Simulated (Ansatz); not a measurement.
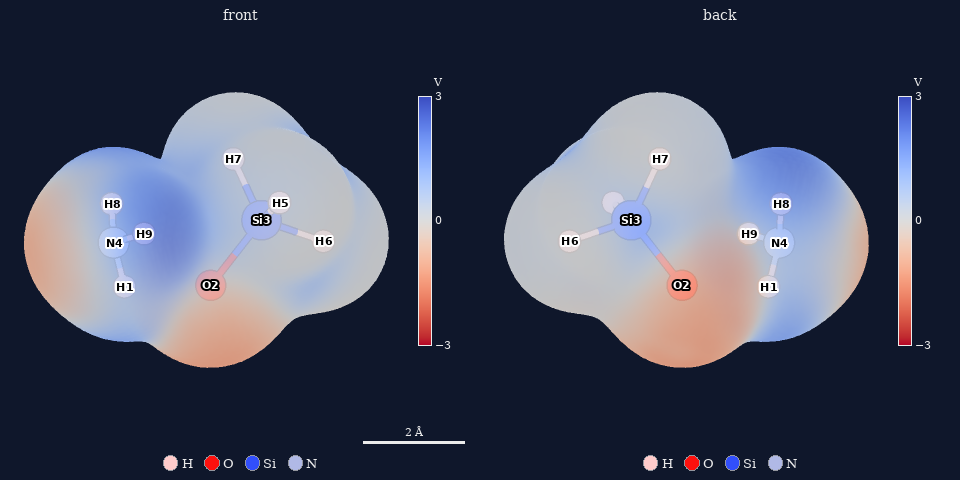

Figure 1: NH3···H3OSi (doublet). The molecular electrostatic potential painted on the density surface at 0.002 e/bohr³, seen from the front and from behind; the colour scale runs from red (negative) to blue (positive).

The product side of a reaction path; geometry: PBE0-D4/def2-TZVP.

Computed with UKS PBE0-D4/def2-TZVPP in Ansatz.

```yaml
atoms:
  - { symbol: H, position_ang: [0.6048, -1.1412, 1.3794] }
  - { symbol: O, position_ang: [1.2396, 0.0306, 0.0508] }
  - { symbol: Si, position_ang: [0.2496, 0.8543, -0.9751] }
  - { symbol: N, position_ang: [-0.4071, -1.2017, 1.3683] }
  - { symbol: H, position_ang: [-0.6809, 1.7763, -0.2628] }
  - { symbol: H, position_ang: [1.1684, 1.6517, -1.8365] }
  - { symbol: H, position_ang: [-0.5706, -0.0477, -1.8335] }
  - { symbol: H, position_ang: [-0.7578, -1.5984, 0.5100] }
  - { symbol: H, position_ang: [-0.8462, -0.3238, 1.5996] }
```

> Which sites attract a positive test charge, and which a negative one?

A positive charge is drawn to the negative regions and a negative charge to the positive ones. The most negative region (about −1.2 V, or −28 kcal/mol for a unit charge) lies over O2, the most positive (about +2.1 V, or +48 kcal/mol for a unit charge) over H8 and H9. O2 is the likeliest acceptor of a hydrogen bond.
